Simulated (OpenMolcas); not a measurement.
Run report: S2O, geometry relaxation (part 1 of 3)

- system: S2O (Disulfur monoxide), SMILES O=S=S
- method: CASSCF/6-31G** (OpenMolcas 26.06)

The geometry comes from this level: PBE0-D4/def2-TZVP.

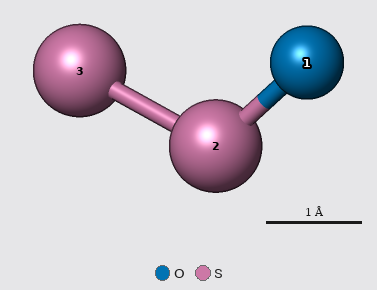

Fig. 1: The input geometry (ball-and-stick view, seen at a tilt; atoms are numbered from 1 in the order of the input).

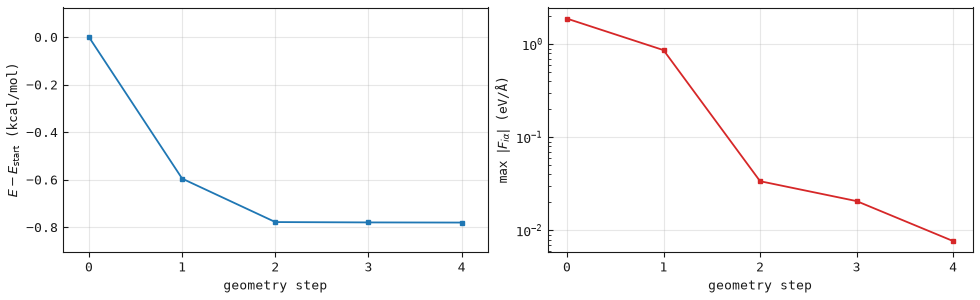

Fig. 2: Progress of the relaxation, step by step (steps are counted from 0).

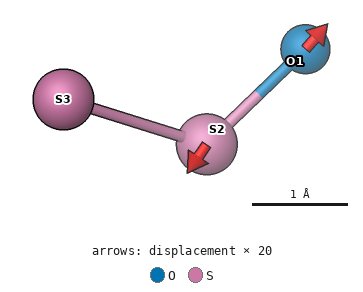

Fig. 3: The starting structure with the displacements as red arrows, magnified 20 times (ball-and-stick view, seen at a tilt). The two geometries are laid on each other by the best rigid fit. Over 4 geometry steps the energy falls by 0.78 kcal/mol. Largest force component: 1.9 eV/Å at the start, 0.0077 eV/Å at the end. S2 moves most after the best rigid fit: 0.019 Å. By element the largest moves are S 0.019 Å, O 0.018 Å. Among the contacts that change: O1–S2 1.453 → 1.490 Å. (Atoms are counted from 1 in the order of the input.)

The input that produced these results follows, with the program's output.

Input:
```
* OS2 CASSCF
>>> EXPORT MOLCAS_PRINT=2

&GATEWAY
 Coord
 struct.xyz
 Basis
 6-31G**
 Group
 NoSym
 RICD
>>> COPY $CurrDir/step2.RasOrb $Project.RasOrb
>>> EXPORT MOLCAS_MAXITER=40
>>> Do While

&SEWARD

&RASSCF
 FileOrb
 $Project.RasOrb
 Spin
 1
 Nactel
 4 0 0
 Inactive
 18
 Ras2
 4
 OrbListing
 Nothing

&SLAPAF
>>> EndDo
```

File struct.xyz:
```
3

O      0.451630     1.204020     0.493170
S      0.529120    -0.205510     0.148940
S     -0.980740    -0.998510    -0.642110
```

Launched with:
```bash
export MOLCAS_MEM=1860
pymolcas step12.inp > step12.log
```

Log:
```
--- Start Module: gateway ---

                                              &GATEWAY

                       available to each process: 1.9 GB of memory, 1 thread

++    Symmetry information:
      ---------------------

                    Character Table for C1

                             E
                    a        1  x, y, xy, Rz, z, xz, Ry, yz, Rx, I
--

++    Basis set information:
      ----------------------

      Basis set label: O.6-31G**.........

      Electronic valence basis set:
      ------------------
      Associated Effective Charge   8.000000 au
      Associated Actual Charge      8.000000 au
      Nuclear Model: Point charge

      Shell  nPrim  nBasis  Cartesian Spherical Contaminant
         s      10       3        X
         p       4       2        X
         d       1       1        X

      Basis set label: S.6-31G**.........

      Electronic valence basis set:
      ------------------
      Associated Effective Charge  16.000000 au
      Associated Actual Charge     16.000000 au
      Nuclear Model: Point charge

      Shell  nPrim  nBasis  Cartesian Spherical Contaminant
         s      16       4        X
         p      10       3        X
         d       1       1        X
--

++    Molecular structure info:
      -------------------------

                    ************************************************
                    **** Cartesian Coordinates / bohr, angstrom ****
                    ************************************************

     Center  Label                x              y              z                     x              y              z
        1      O1               0.853457       2.275268       0.931956              0.451630       1.204020       0.493170
        2      S2               0.999892      -0.388358       0.281456              0.529120      -0.205510       0.148940
        3      S3              -1.853330      -1.886910      -1.213412             -0.980740      -0.998510      -0.642110

                    ***************************************
                    *    InterNuclear Distances / bohr    *
                    ***************************************

               1 O1            2 S2            3 S3
    1 O1       0.000000
    2 S2       2.745814        0.000000
    3 S3       5.408607        3.552628        0.000000

                    *******************************************
                    *    InterNuclear Distances / angstrom    *
                    *******************************************

               1 O1            2 S2            3 S3
    1 O1       0.000000
    2 S2       1.453022        0.000000
    3 S3       2.862112        1.879970        0.000000
--

            Nuclear Potential Energy            142.34172421 au

--- Stop Module: gateway /rc=_RC_ALL_IS_WELL_ ---

>>> COPY step2.RasOrb step12.RasOrb

>>> EXPORT MOLCAS_MAXITER = 40

--- Start Module: seward ---

                                              &SEWARD

                       available to each process: 1.9 GB of memory, 1 thread

               SEWARD will generate:
                  Multipole Moment integrals up to order  2
                  Kinetic Energy integrals
                  Nuclear Attraction integrals (point charge)
                  One-Electron Hamiltonian integrals
                  Velocity integrals
                  Orbital angular momentum around ( -0.1706  -0.4548  -0.1863 )
                  Velocity quadrupole around ( -0.1706  -0.4548  -0.1863 )
                  RI decomposed two-electron repulsion integrals stored Cholesky style
                   - acCD auxiliary basis
                   - CD Threshold:   1.00E-04

                   Integrals are discarded if absolute value <: 1.00E-14
                   Integral cutoff threshold is set to       <: 1.00E-16

            Nuclear Potential Energy            142.34172421 au

      Basis set specifications :
      Symmetry species         a
      Basis functions           53

--- Stop Module: seward /rc=_RC_ALL_IS_WELL_ ---
--- Module seward spent 1 second ---

--- Start Module: rasscf ---

                                              &RASSCF

                       available to each process: 1.9 GB of memory, 1 thread

      Header of the ONEINT file:
      --------------------------

      OrdInt status: non-squared

      Cartesian coordinates in angstrom:
      -----------------------------------------------------
      No.  Label        X            Y            Z
      -----------------------------------------------------
       1   O1         0.45163000   1.20402000   0.49317000
       2   S2         0.52912000  -0.20551000   0.14894000
       3   S3        -0.98074000  -0.99851000  -0.64211000
      -----------------------------------------------------
      Nuclear repulsion energy =  142.34172421

++    Wave function specifications:
      -----------------------------

      Number of closed shell electrons          36
      Number of electrons in active shells       4
      Max number of holes in RAS1 space          0
      Max nr of electrons in RAS3 space          0
      Number of inactive orbitals               18
      Number of active orbitals                  4
      Number of secondary orbitals              31
      Spin quantum number                      0.0
      State symmetry                             1
--

++    Orbital specifications:
      -----------------------

      Symmetry species                           1
                                                 a
      Frozen orbitals                            0
      Inactive orbitals                         18
      Active orbitals                            4
      RAS1 orbitals                              0
      RAS2 orbitals                              4
      RAS3 orbitals                              0
      Secondary orbitals                        31
      Deleted orbitals                           0
      Number of basis functions                 53
--

++    CI expansion specifications:
      ----------------------------

      Number of CSFs                            20
      Number of spin combinations               21
      Number of determinants                    36
      Number of root(s) required                 1
      Root chosen for geometry opt.              1
      CI root used                               1

      highest root included in the CI            1
      max. size of the explicit Hamiltonian     20
--

++    Optimization specifications:
      ----------------------------

      RASSCF algorithm: LK RI/DF
      Maximum number of macro iterations       200
      Maximum number of SX iterations          100
      Threshold for RASSCF energy            1.000E-08
      Threshold for max MO rotation          1.000E-01
      Threshold for max BLB element          1.000E-04
      Level shift parameter                  5.000E-01
      Make Quasi-Newton update
--

      The MO-coefficients are taken from the file:
      step12.RasOrb
      Title: RASSCF average (pseudo-natural) orbitals

      Total molecular charge    0.00

      ************************************************************************************************************************
      *                                            Wave function control section                                             *
      ************************************************************************************************************************

                                         RASSCF iterations: Energy and convergence statistics
                                         ----------------------------------------------------

          iter iter root      energy       change     param      element    value   shift minimum  type update hh:mm:ss
 Nr of preliminary CI iterations:   1
        1   1   11    1  -869.82948472    0.00E+00   5.24E-01*  13  22 1  2.22E-02*  0.13   0.00    SX    NO    0:00:00
        2   1   19    1  -869.84564083   -1.62E-02* -1.51E-01*  17  41 1  1.35E-02*  0.14   0.00    SX    NO    0:00:00
        3   1   15    1  -869.85086481   -5.22E-03* -1.04E-01*  17  21 1  1.48E-02*  0.13   0.00    SX    NO    0:00:00
        4   1   13    1  -869.85285288   -1.99E-03* -6.50E-02   15  42 1 -4.85E-03*  0.12   0.00    SX    NO    0:00:00
        5   1   12    1  -869.85423728   -1.38E-03* -1.62E-01*  17  21 1  1.13E-02*  0.12   2.50    QN   YES    0:00:00
        6   1   14    1  -869.85680828   -2.57E-03* -1.62E-01*  17  21 1  1.28E-02*  0.10   1.97    QN   YES    0:00:00
        7   1   14    1  -869.85872043   -1.91E-03*  1.29E-01*  17  21 1  9.44E-03*  0.08   1.64    QN   YES    0:00:00
        8   1   15    1  -869.86020684   -1.49E-03* -1.23E-01*  13  22 1  6.07E-03*  0.05   1.67    QN   YES    0:00:00
        9   1   13    1  -869.86191943   -1.71E-03* -1.48E-01*  17  21 1 -6.77E-03*  0.03   1.48    QN   YES    0:00:00
       10   1   21    1  -869.86386120   -1.94E-03* -1.48E-01*  17  21 1 -1.86E-02*  0.00   1.50    QN   YES    0:00:00
       11   1   57    1  -869.86633032   -2.47E-03*  9.43E-02   17  21 1 -2.44E-02*  0.00   1.66    QN   YES    0:00:00
       12   1   16    1  -869.86862370   -2.29E-03* -5.92E-02   17  21 1 -1.82E-02*  0.00   1.52    QN   YES    0:00:00
       13   1   13    1  -869.86989249   -1.27E-03* -6.12E-02   17  21 1 -1.16E-02*  0.00   1.80    QN   YES    0:00:00
       14   1   14    1  -869.87085949   -9.67E-04*  5.25E-02   17  21 1 -3.21E-03*  0.00   1.76    QN   YES    0:00:00
       15   1   14    1  -869.87155130   -6.92E-04* -6.52E-02   16  22 1 -2.84E-03*  0.00   1.79    QN   YES    0:00:00
       16   1   14    1  -869.87217857   -6.27E-04* -7.38E-02   17  21 1  7.32E-03*  0.00   1.78    QN   YES    0:00:00
       17   1   14    1  -869.87284056   -6.62E-04* -9.29E-02   17  21 1  8.42E-03*  0.00   1.61    QN   YES    0:00:00
       18   1   14    1  -869.87351848   -6.78E-04* -1.03E-01*  17  21 1  1.08E-02*  0.00   1.80    QN   YES    0:00:00
       19   1   14    1  -869.87425511   -7.37E-04* -9.20E-02   17  21 1  9.06E-03*  0.00   1.72    QN   YES    0:00:00
       20   1   14    1  -869.87488367   -6.29E-04* -6.87E-02   17  21 1  5.90E-03*  0.00   1.80    QN   YES    0:00:00
       21   1   13    1  -869.87526018   -3.77E-04*  3.63E-02   16  22 1  2.49E-03*  0.00   1.58    QN   YES    0:00:00
       22   1   13    1  -869.87540057   -1.40E-04*  1.91E-02   16  22 1  1.41E-03*  0.00   1.41    QN   YES    0:00:00
       23   1   12    1  -869.87544144   -4.09E-05* -9.72E-03   18  22 1 -6.38E-04*  0.00   1.23    QN   YES    0:00:00
       24   1   12    1  -869.87545371   -1.23E-05* -2.04E-03   20  43 1  4.13E-04*  0.00   1.10    QN   YES    0:00:00
       25   1   11    1  -869.87545662   -2.91E-06* -2.31E-03   12  22 1 -1.83E-04*  0.00   1.32    QN   YES    0:00:00
       26   1   10    1  -869.87545755   -9.32E-07* -1.05E-03   19  32 1 -1.20E-04*  0.00   1.18    QN   YES    0:00:00
       27   1   10    1  -869.87545784   -2.83E-07* -7.85E-04   18  22 1  7.95E-05   0.00   1.41    QN   YES    0:00:00
       28   1    9    1  -869.87545793   -9.53E-08* -9.50E-05   16  22 1  4.68E-05   0.00   1.01    QN   YES    0:00:00
       29   1    8    1  -869.87545794   -9.13E-09   3.45E-05   18  23 1 -2.23E-05   0.00   1.18    QN   YES    0:00:00
      Convergence after 29 iterations
       30   1    8    1  -869.87545795   -2.75E-09   3.45E-05   19  26 1  6.24E-06   0.00   1.18    QN   YES    0:00:00

      ************************************************************************************************************************
                                                      Wave function printout:
                       occupation of active orbitals, and spin coupling of open shells (u,d: Spin up or down)
      ************************************************************************************************************************

      Note: transformation to natural orbitals
      has been made, which may change the order of the CSFs.

      printout of CI-coefficients larger than  0.05 for root  1
      energy=    -869.875458
      conf/sym  1111     Coeff  Weight
             1  2200   0.97556 0.95171
             8  2002  -0.07580 0.00575
            10  udud   0.08685 0.00754
            12  0220  -0.16394 0.02688
            15  uudd  -0.08367 0.00700

      Natural orbitals and occupation numbers for root  1
      sym 1:   1.929721   1.972284   0.070089   0.027907

      ************************************************************************************************************************
      *                                                    Final results                                                     *
      ************************************************************************************************************************

++    Final optimization conditions:
      ------------------------------

      Average CI energy                            -869.87545795
      RASSCF energy for state  1                   -869.87545795
      Super-CI energy                                -0.00000000
      RASSCF energy change                           -0.00000000
      Max change in MO coefficients              -4.821E-05
      Max non-diagonal density matrix element     3.446E-05
      Maximum BLB matrix element                  6.243E-06
      (orbital pair  19,  26 in symmetry   1)
      Norm of electronic gradient            3.340E-05
--

      Final state energy(ies):
      ------------------------

::    RASSCF root number  1 Total energy:   -869.87545795
      Von Neumann Entropy (Root   1) =  0.32507

      Mulliken population analysis for root number:  1
      -----------------------------------------------
```
